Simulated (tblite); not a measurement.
**Geometry relaxation of C$_{2}$H$_{3}$F$_{2}$GeN**

- system: C$_{2}$H$_{3}$F$_{2}$GeN, SMILES C#[C][Ge]([NH2])([F])[F]
- method: GFN2-xTB geometry optimisation, gas phase (tblite 0.8.0)

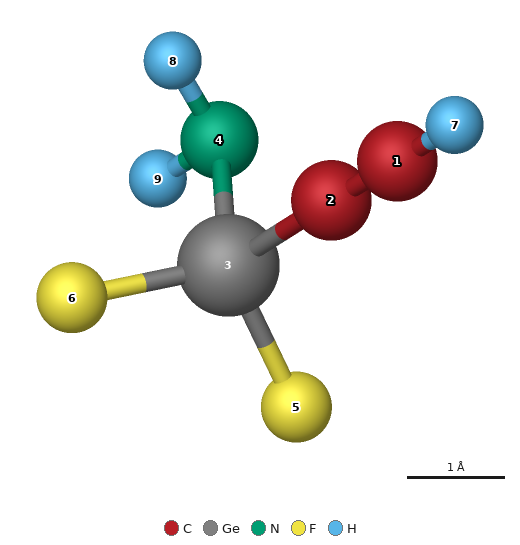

*The structure as given in the input (ball-and-stick view, seen at a tilt; atoms are numbered from 1 in the order of the input). Sticks mark near contacts.*

Bond lengths as drawn: C–C 1.21 Å, C–Ge 1.89 Å, C–H 1.06 Å, F–Ge 1.75 to 1.76 Å, Ge–N 1.88 Å and H–N 1.04 to 1.05 Å.

**Input**
```
{"job": {"kind": "relax", "xc": "GFN2-xTB", "basis": "xTB"}, "charge": 0, "multiplicity": 1}
C      2.220000     1.245500     0.079200
C      1.262700     0.510300     0.171400
Ge    -0.206600    -0.664300     0.343000
N     -1.545400    -0.133700    -0.868900
F      0.289000    -2.304500    -0.014500
F     -0.849400    -0.589100     1.975000
H      3.040800     1.903600    -0.012400
H     -1.845500     0.819600    -0.569100
H     -2.352100    -0.781400    -0.701700
```

The first line tells a small driver script what to run in tblite; the rest is the geometry in Å.

Launch command:
```bash
OMP_NUM_THREADS=1 python <driver script> task.json out
```

**What the program printed**
```
step      E/eV     max force
  0    -547.64661    1.588
  1    -547.69665    2.885
  2    -547.75236    1.232
  3    -547.77903    0.365
  4    -547.79179    0.335
  5    -547.80683    0.512
  6    -547.81500    0.372
  7    -547.82123    0.259
  8    -547.82615    0.286
  9    -547.83300    0.274
 10    -547.83859    0.256
 11    -547.84183    0.158
 12    -547.84420    0.141
 13    -547.84640    0.178
 14    -547.84874    0.162
 15    -547.85103    0.152
 16    -547.85254    0.105
 17    -547.85342    0.115
 18    -547.85411    0.102
 19    -547.85482    0.089
 20    -547.85536    0.081
 21    -547.85567    0.041
 22    -547.85585    0.048
 23    -547.85604    0.044
 24    -547.85630    0.068
 25    -547.85658    0.065
 26    -547.85675    0.034
 27    -547.85683    0.024
 28    -547.85689    0.027
 29    -547.85699    0.045
 30    -547.85719    0.063
 31    -547.85751    0.071
 32    -547.85788    0.062
 33    -547.85812    0.041
 34    -547.85824    0.037
 35    -547.85836    0.043
 36    -547.85860    0.058
 37    -547.85894    0.068
 38    -547.85922    0.045
 39    -547.85932    0.023
 40    -547.85936    0.017
 41    -547.85939    0.018
 42    -547.85943    0.021
 43    -547.85948    0.019
 44    -547.85950    0.011
 45    -547.85951    0.007
```

**Trajectory as extended XYZ (Å, eV, eV/Å), 23 of the 46 frames kept, from step=0 to step=45**
```
9
Properties=species:S:1:pos:R:3:forces:R:3 step=0 energy=-547.64661
C     2.2200    1.2455    0.0792   -0.7140  -0.5270   0.0790
C     1.2627    0.5103    0.1714    1.1270   0.5990   0.1100
Ge   -0.2066   -0.6643    0.3430   -0.5880   0.3260  -1.0210
N    -1.5454   -0.1337   -0.8689   -0.4560  -0.3530   1.4800
F     0.2890   -2.3045   -0.0145   -0.1920   0.3090   0.2300
F    -0.8494   -0.5891    1.9750    0.1310  -0.1860  -0.0170
H     3.0408    1.9036   -0.0124   -0.0770  -0.0540  -0.0110
H    -1.8455    0.8196   -0.5691    0.1210  -0.9120  -0.4320
H    -2.3521   -0.7814   -0.7017    0.6480   0.7990  -0.4190
9
Properties=species:S:1:pos:R:3:forces:R:3 step=2 energy=-547.75236
C     2.2235    1.2494    0.0791   -0.7100  -0.5460   0.0810
C     1.2766    0.5099    0.1789    0.4130   0.1750   0.0390
Ge   -0.2265   -0.6493    0.3035    0.2490   0.1510   0.0560
N    -1.5575   -0.1473   -0.8118    1.0540  -0.0020   0.1620
F     0.2807   -2.2914   -0.0052   -0.2250   0.3020   0.1280
F    -0.8436   -0.5969    1.9733    0.1970  -0.1600  -0.2460
H     3.0343    1.8986   -0.0124    0.3340   0.2570  -0.0290
H    -1.8421    0.7866   -0.5857   -0.2660   0.4610  -0.0640
H    -2.3319   -0.7535   -0.7179   -1.0460  -0.6380  -0.1250
9
Properties=species:S:1:pos:R:3:forces:R:3 step=4 energy=-547.79179
C     2.2187    1.2461    0.0799    0.1100   0.0930  -0.0050
C     1.2795    0.5059    0.1824    0.0820  -0.0640   0.0610
Ge   -0.2192   -0.6431    0.3028    0.2020   0.0340   0.2130
N    -1.5420   -0.1529   -0.7995   -0.3050  -0.0310   0.1340
F     0.2723   -2.2801    0.0001   -0.1770   0.1990   0.0990
F    -0.8362   -0.6033    1.9651    0.1870  -0.1480  -0.1670
H     3.0393    1.9023   -0.0127   -0.0250  -0.0300   0.0120
H    -1.8484    0.7929   -0.5908   -0.0320  -0.0710  -0.1670
H    -2.3505   -0.7617   -0.7252   -0.0410   0.0170  -0.1790
9
Properties=species:S:1:pos:R:3:forces:R:3 step=6 energy=-547.81500
C     2.2210    1.2489    0.0805    0.2970   0.2220  -0.0200
C     1.2927    0.4993    0.1911    0.0140  -0.0480   0.0280
Ge   -0.2053   -0.6313    0.3084   -0.1490   0.0470   0.1000
N    -1.5486   -0.1638   -0.7691   -0.3590   0.0710  -0.0650
F     0.2509   -2.2550    0.0135   -0.0540  -0.0870   0.0300
F    -0.8149   -0.6214    1.9472    0.1350  -0.1200   0.1090
H     3.0423    1.9037   -0.0123   -0.0150  -0.0210   0.0120
H    -1.8567    0.7899   -0.6101   -0.0050  -0.0860  -0.1300
H    -2.3678   -0.7643   -0.7471    0.1370   0.0220  -0.0640
9
Properties=species:S:1:pos:R:3:forces:R:3 step=8 energy=-547.82615
C     2.2302    1.2558    0.0808   -0.0530  -0.0680   0.0250
C     1.3069    0.4976    0.1970    0.0590   0.0680  -0.0140
Ge   -0.2077   -0.6206    0.3149   -0.1290   0.0610  -0.0870
N    -1.5655   -0.1667   -0.7561    0.1120   0.0540  -0.0860
F     0.2353   -2.2467    0.0229   -0.0310  -0.1130   0.0030
F    -0.7946   -0.6394    1.9460    0.0740  -0.0870   0.2620
H     3.0475    1.9066   -0.0118    0.1520   0.1050  -0.0060
H    -1.8642    0.7877   -0.6287   -0.1100   0.1110  -0.0890
H    -2.3744   -0.7682   -0.7629   -0.0730  -0.1300  -0.0070
9
Properties=species:S:1:pos:R:3:forces:R:3 step=10 energy=-547.83859
C     2.2446    1.2643    0.0827   -0.1630  -0.1610   0.0400
C     1.3252    0.4986    0.2031   -0.0210   0.1140  -0.0510
Ge   -0.2188   -0.6040    0.3202    0.0680  -0.0290  -0.0850
N    -1.5860   -0.1655   -0.7501    0.2510   0.0270  -0.0400
F     0.2124   -2.2456    0.0347   -0.0560   0.0280  -0.0230
F    -0.7618   -0.6698    1.9671    0.0410  -0.0210   0.1870
H     3.0641    1.9167   -0.0112    0.0710   0.0240   0.0070
H    -1.8827    0.7927   -0.6608   -0.1510   0.0830  -0.0720
H    -2.3836   -0.7814   -0.7837   -0.0410  -0.0650   0.0370
9
Properties=species:S:1:pos:R:3:forces:R:3 step=12 energy=-547.84420
C     2.2486    1.2642    0.0850    0.0280   0.0040   0.0100
C     1.3257    0.5035    0.2018   -0.1180   0.0250  -0.0360
Ge   -0.2212   -0.6008    0.3205    0.0600  -0.0170   0.0600
N    -1.5864   -0.1614   -0.7556    0.0450   0.0070   0.0000
F     0.2022   -2.2471    0.0362   -0.0610   0.0700  -0.0340
F    -0.7475   -0.6815    1.9880    0.0680   0.0090  -0.0110
H     3.0719    1.9197   -0.0101   -0.0690  -0.0920   0.0260
H    -1.8970    0.7973   -0.6764   -0.0700  -0.0720  -0.0570
H    -2.3828   -0.7878   -0.7873    0.1180   0.0650   0.0420
9
Properties=species:S:1:pos:R:3:forces:R:3 step=14 energy=-547.84874
C     2.2488    1.2605    0.0878    0.0790   0.0640  -0.0050
C     1.3167    0.5112    0.1968   -0.0880  -0.0160  -0.0090
Ge   -0.2188   -0.6005    0.3237   -0.0580   0.0550   0.1230
N    -1.5779   -0.1575   -0.7607   -0.1070   0.0090   0.0290
F     0.1918   -2.2438    0.0331   -0.0380   0.0210  -0.0410
F    -0.7341   -0.6867    2.0028    0.0790   0.0180  -0.1140
H     3.0727    1.9148   -0.0074   -0.0620  -0.0860   0.0250
H    -1.9124    0.7958   -0.6899    0.0410  -0.1100  -0.0280
H    -2.3731   -0.7879   -0.7842    0.1540   0.0450   0.0200
9
Properties=species:S:1:pos:R:3:forces:R:3 step=16 energy=-547.85254
C     2.2502    1.2582    0.0910   -0.0150   0.0040  -0.0010
C     1.3092    0.5190    0.1932   -0.0170   0.0070   0.0080
Ge   -0.2203   -0.5925    0.3331   -0.0850   0.0550   0.0280
N    -1.5744   -0.1549   -0.7573   -0.0420   0.0020   0.0320
F     0.1740   -2.2355    0.0305   -0.0140  -0.0060  -0.0460
F    -0.7102   -0.6962    2.0102    0.0350   0.0300  -0.0450
H     3.0740    1.9078   -0.0032    0.0290  -0.0150   0.0130
H    -1.9281    0.7898   -0.7103    0.0730   0.0180   0.0060
H    -2.3608   -0.7898   -0.7853    0.0370  -0.0940   0.0060
9
Properties=species:S:1:pos:R:3:forces:R:3 step=18 energy=-547.85411
C     2.2508    1.2583    0.0923   -0.0470  -0.0220   0.0030
C     1.3067    0.5223    0.1931    0.0020   0.0280   0.0090
Ge   -0.2254   -0.5851    0.3385    0.0130  -0.0050  -0.0570
N    -1.5772   -0.1544   -0.7522    0.0110  -0.0150   0.0180
F     0.1639   -2.2309    0.0278   -0.0170   0.0280  -0.0400
F    -0.6963   -0.7002    2.0109   -0.0070   0.0340   0.0470
H     3.0771    1.9044   -0.0007    0.0360  -0.0090   0.0090
H    -1.9311    0.7889   -0.7203    0.0290   0.0610   0.0080
H    -2.3549   -0.7972   -0.7874   -0.0200  -0.1000   0.0020
9
Properties=species:S:1:pos:R:3:forces:R:3 step=20 energy=-547.85536
C     2.2493    1.2580    0.0933    0.0020   0.0090   0.0010
C     1.3018    0.5266    0.1930    0.0050   0.0210   0.0090
Ge   -0.2290   -0.5807    0.3394    0.0640  -0.0310  -0.0390
N    -1.5796   -0.1545   -0.7488   -0.0110  -0.0220   0.0050
F     0.1565   -2.2267    0.0209   -0.0130   0.0310  -0.0300
F    -0.6878   -0.6982    2.0144   -0.0180   0.0310   0.0500
H     3.0805    1.8994    0.0022    0.0060  -0.0240   0.0100
H    -1.9295    0.7913   -0.7255   -0.0140  -0.0080   0.0010
H    -2.3486   -0.8091   -0.7867   -0.0200  -0.0070  -0.0060
9
Properties=species:S:1:pos:R:3:forces:R:3 step=22 energy=-547.85585
C     2.2483    1.2580    0.0936    0.0250   0.0190   0.0010
C     1.2992    0.5293    0.1931    0.0050   0.0050   0.0080
Ge   -0.2274   -0.5811    0.3376    0.0050   0.0000   0.0180
N    -1.5801   -0.1556   -0.7478   -0.0160  -0.0150   0.0030
F     0.1544   -2.2241    0.0157    0.0020  -0.0080  -0.0290
F    -0.6871   -0.6941    2.0173   -0.0020   0.0260   0.0000
H     3.0818    1.8959    0.0039    0.0170  -0.0080   0.0070
H    -1.9287    0.7913   -0.7258   -0.0210  -0.0430   0.0000
H    -2.3469   -0.8134   -0.7857   -0.0140   0.0240  -0.0080
9
Properties=species:S:1:pos:R:3:forces:R:3 step=25 energy=-547.85658
C     2.2507    1.2605    0.0948   -0.0010  -0.0180   0.0100
C     1.2994    0.5347    0.1955    0.0090  -0.0010  -0.0020
Ge   -0.2253   -0.5796    0.3384   -0.0540   0.0260   0.0250
N    -1.5833   -0.1608   -0.7434    0.0180  -0.0020  -0.0030
F     0.1493   -2.2207    0.0043    0.0210  -0.0240  -0.0100
F    -0.6829   -0.6862    2.0221    0.0130   0.0140  -0.0330
H     3.0891    1.8910    0.0076    0.0310   0.0190   0.0020
H    -1.9338    0.7845   -0.7293   -0.0210   0.0010   0.0060
H    -2.3497   -0.8174   -0.7880   -0.0150  -0.0150   0.0060
9
Properties=species:S:1:pos:R:3:forces:R:3 step=27 energy=-547.85683
C     2.2524    1.2611    0.0959    0.0050  -0.0190   0.0110
C     1.2997    0.5367    0.1964    0.0040  -0.0020  -0.0040
Ge   -0.2270   -0.5777    0.3400   -0.0050   0.0070  -0.0150
N    -1.5849   -0.1629   -0.7422    0.0000   0.0030  -0.0090
F     0.1483   -2.2204   -0.0010    0.0140   0.0120   0.0080
F    -0.6805   -0.6821    2.0227    0.0040   0.0060  -0.0100
H     3.0935    1.8896    0.0094    0.0020   0.0000   0.0040
H    -1.9369    0.7817   -0.7305   -0.0210   0.0090   0.0060
H    -2.3511   -0.8199   -0.7885   -0.0030  -0.0160   0.0090
9
Properties=species:S:1:pos:R:3:forces:R:3 step=29 energy=-547.85699
C     2.2537    1.2596    0.0972    0.0190  -0.0010   0.0060
C     1.2995    0.5369    0.1960   -0.0010  -0.0050  -0.0030
Ge   -0.2283   -0.5769    0.3395    0.0320  -0.0030  -0.0320
N    -1.5855   -0.1631   -0.7439   -0.0310   0.0050  -0.0090
F     0.1507   -2.2203   -0.0024    0.0050   0.0310   0.0140
F    -0.6806   -0.6791    2.0213   -0.0030   0.0010   0.0050
H     3.0949    1.8891    0.0103   -0.0170  -0.0180   0.0080
H    -1.9395    0.7813   -0.7290   -0.0150  -0.0110   0.0040
H    -2.3515   -0.8215   -0.7870    0.0110   0.0010   0.0060
9
Properties=species:S:1:pos:R:3:forces:R:3 step=31 energy=-547.85751
C     2.2603    1.2538    0.1033    0.0300   0.0320  -0.0110
C     1.2999    0.5385    0.1949   -0.0040  -0.0070  -0.0070
Ge   -0.2302   -0.5724    0.3344    0.0600  -0.0070  -0.0340
N    -1.5905   -0.1647   -0.7483   -0.0710   0.0080  -0.0010
F     0.1576   -2.2147   -0.0079   -0.0080   0.0380   0.0210
F    -0.6782   -0.6676    2.0175   -0.0130  -0.0090   0.0120
H     3.1010    1.8849    0.0157   -0.0270  -0.0400   0.0180
H    -1.9531    0.7773   -0.7255   -0.0010  -0.0420   0.0020
H    -2.3532   -0.8291   -0.7821    0.0340   0.0270   0.0000
9
Properties=species:S:1:pos:R:3:forces:R:3 step=33 energy=-547.85812
C     2.2702    1.2475    0.1114    0.0020   0.0330  -0.0240
C     1.3019    0.5420    0.1937    0.0000   0.0020  -0.0210
Ge   -0.2303   -0.5639    0.3264    0.0140   0.0030  -0.0030
N    -1.6006   -0.1679   -0.7501   -0.0240   0.0050   0.0080
F     0.1622   -2.2029   -0.0153   -0.0050   0.0010   0.0160
F    -0.6710   -0.6540    2.0138   -0.0160  -0.0140  -0.0050
H     3.1110    1.8768    0.0249    0.0130  -0.0220   0.0240
H    -1.9742    0.7691   -0.7248   -0.0050  -0.0180   0.0060
H    -2.3555   -0.8407   -0.7780    0.0200   0.0090   0.0000
9
Properties=species:S:1:pos:R:3:forces:R:3 step=35 energy=-547.85836
C     2.2724    1.2479    0.1120   -0.0200   0.0100  -0.0180
C     1.3031    0.5437    0.1923    0.0030   0.0100  -0.0250
Ge   -0.2296   -0.5604    0.3243   -0.0200   0.0050   0.0120
N    -1.6044   -0.1687   -0.7483    0.0310   0.0010   0.0060
F     0.1610   -2.1986   -0.0159    0.0030  -0.0180   0.0080
F    -0.6678   -0.6528    2.0131   -0.0130  -0.0090  -0.0140
H     3.1154    1.8732    0.0292    0.0390   0.0020   0.0190
H    -1.9811    0.7660   -0.7265   -0.0160   0.0190   0.0090
H    -2.3553   -0.8443   -0.7782   -0.0070  -0.0200   0.0030
9
Properties=species:S:1:pos:R:3:forces:R:3 step=37 energy=-547.85894
C     2.2773    1.2500    0.1118   -0.0310  -0.0280   0.0010
C     1.3054    0.5482    0.1844    0.0110   0.0290  -0.0210
Ge   -0.2296   -0.5524    0.3188   -0.0380   0.0020   0.0140
N    -1.6123   -0.1697   -0.7470    0.0680  -0.0070  -0.0010
F     0.1627   -2.1909   -0.0167    0.0060  -0.0230  -0.0010
F    -0.6655   -0.6476    2.0082   -0.0070   0.0000  -0.0120
H     3.1297    1.8633    0.0429    0.0390   0.0220   0.0030
H    -2.0003    0.7597   -0.7251   -0.0190   0.0440   0.0150
H    -2.3539   -0.8546   -0.7753   -0.0280  -0.0380   0.0020
9
Properties=species:S:1:pos:R:3:forces:R:3 step=39 energy=-547.85932
C     2.2819    1.2494    0.1125    0.0020  -0.0180   0.0090
C     1.3060    0.5523    0.1761   -0.0010   0.0210  -0.0100
Ge   -0.2306   -0.5473    0.3130   -0.0030   0.0020   0.0020
N    -1.6172   -0.1704   -0.7502    0.0140  -0.0070  -0.0020
F     0.1702   -2.1863   -0.0187   -0.0070  -0.0020   0.0020
F    -0.6687   -0.6379    2.0014   -0.0040  -0.0030   0.0000
H     3.1419    1.8549    0.0548    0.0050   0.0100  -0.0060
H    -2.0169    0.7549   -0.7176    0.0020   0.0050   0.0130
H    -2.3530   -0.8636   -0.7693   -0.0080  -0.0090  -0.0080
9
Properties=species:S:1:pos:R:3:forces:R:3 step=41 energy=-547.85939
C     2.2821    1.2484    0.1130    0.0160   0.0000   0.0040
C     1.3051    0.5528    0.1757   -0.0080   0.0090  -0.0060
Ge   -0.2306   -0.5483    0.3132    0.0070   0.0020  -0.0030
N    -1.6160   -0.1706   -0.7515   -0.0130  -0.0020   0.0000
F     0.1712   -2.1876   -0.0188   -0.0090   0.0040   0.0060
F    -0.6708   -0.6372    2.0011   -0.0030  -0.0050   0.0010
H     3.1409    1.8559    0.0536   -0.0030   0.0000  -0.0030
H    -2.0151    0.7555   -0.7153    0.0080  -0.0130   0.0090
H    -2.3533   -0.8630   -0.7690    0.0060   0.0060  -0.0090
9
Properties=species:S:1:pos:R:3:forces:R:3 step=43 energy=-547.85948
C     2.2844    1.2470    0.1140    0.0100   0.0100  -0.0020
C     1.3039    0.5560    0.1733   -0.0040  -0.0010   0.0020
Ge   -0.2304   -0.5476    0.3128    0.0050  -0.0010  -0.0020
N    -1.6160   -0.1714   -0.7519   -0.0190   0.0030   0.0010
F     0.1702   -2.1873   -0.0180   -0.0030   0.0040   0.0050
F    -0.6720   -0.6372    2.0006    0.0010  -0.0020   0.0000
H     3.1423    1.8561    0.0539   -0.0070  -0.0090   0.0000
H    -2.0154    0.7545   -0.7123    0.0030  -0.0140   0.0040
H    -2.3534   -0.8641   -0.7702    0.0130   0.0100  -0.0080
9
Properties=species:S:1:pos:R:3:forces:R:3 step=45 energy=-547.85951
C     2.2863    1.2468    0.1145   -0.0030   0.0020  -0.0010
C     1.3039    0.5582    0.1713    0.0000  -0.0010   0.0050
Ge   -0.2304   -0.5456    0.3117   -0.0010  -0.0010   0.0000
N    -1.6178   -0.1719   -0.7515    0.0000   0.0020  -0.0010
F     0.1694   -2.1854   -0.0176    0.0010  -0.0010   0.0020
F    -0.6711   -0.6368    1.9997    0.0030   0.0020   0.0000
H     3.1452    1.8543    0.0562    0.0000  -0.0030  -0.0020
H    -2.0191    0.7526   -0.7114   -0.0030   0.0000   0.0040
H    -2.3529   -0.8663   -0.7708    0.0030   0.0000  -0.0060
```

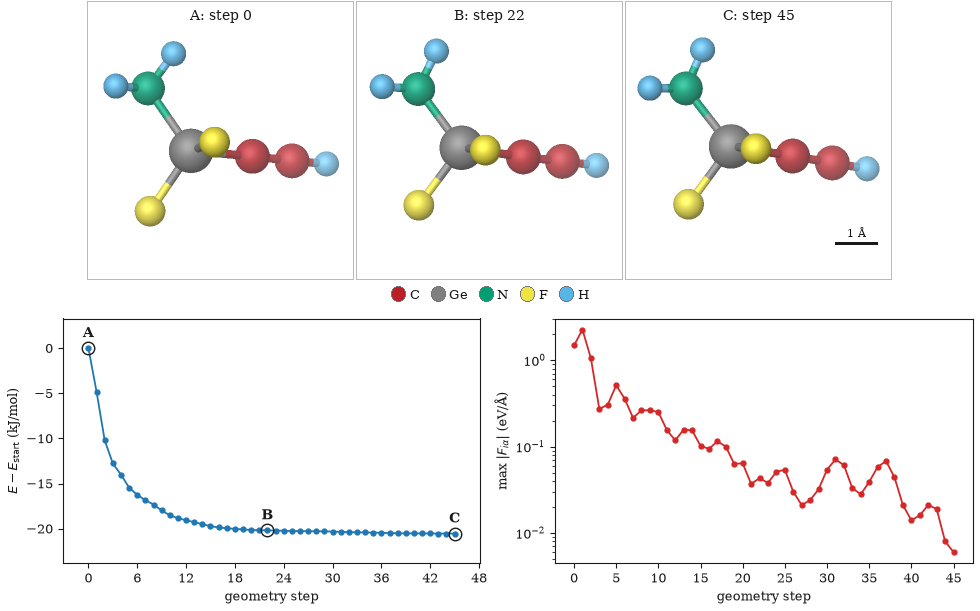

*Frames of the relaxation (ball-and-stick view, seen at a tilt) above the curves, on which the letters mark them (steps are counted from 0).*

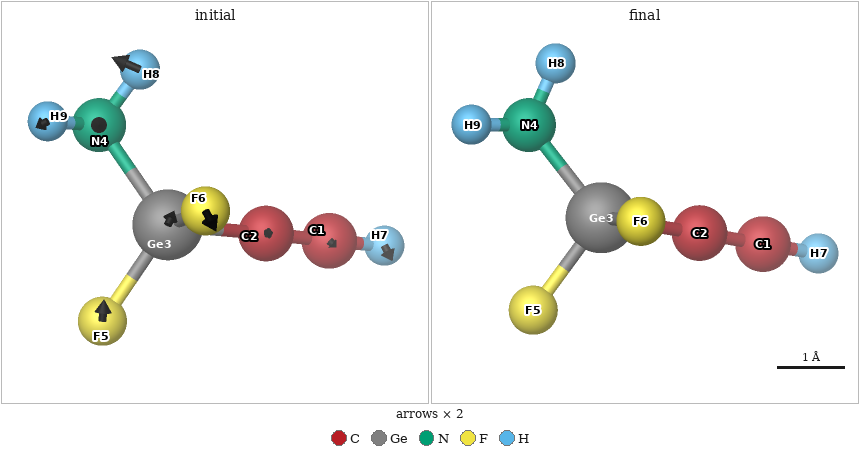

*Before (left) and after (right) the relaxation, at one scale (ball-and-stick view, seen at a tilt). The black arrows give the displacements, magnified 2 times.*

The largest move after the best rigid fit is that of H8, 0.24 Å. Largest moves by element: H 0.24 Å, F 0.18 Å, N 0.14 Å, Ge 0.13 Å, C 0.07 Å. Among the contacts that change: Ge3–N4 1.882 → 1.787 Å, N4–H9 1.048 → 1.011 Å, N4–H8 1.043 → 1.009 Å, Ge3–F5 1.750 → 1.720 Å. Among the angles that change: Ge3–N4–H8 106.1° → 118.5°, Ge3–N4–H9 105.7° → 115.6°, C2–Ge3–N4 108.6° → 117.6°. The energy falls by 20.5 kJ/mol in 45 geometry steps. The largest force component goes from 1.5 to 0.006 eV/Å. (Atoms are counted from 1 in the order of the input.)

**Summary**

```json
{"quantity": "outcome", "value": "converged"}
{"quantity": "total energy", "value": "−547.8595 eV"}
{"quantity": "hardware", "value": "1 CPU thread, shared host"}
{"quantity": "peak memory", "value": "0.18 GiB"}
```
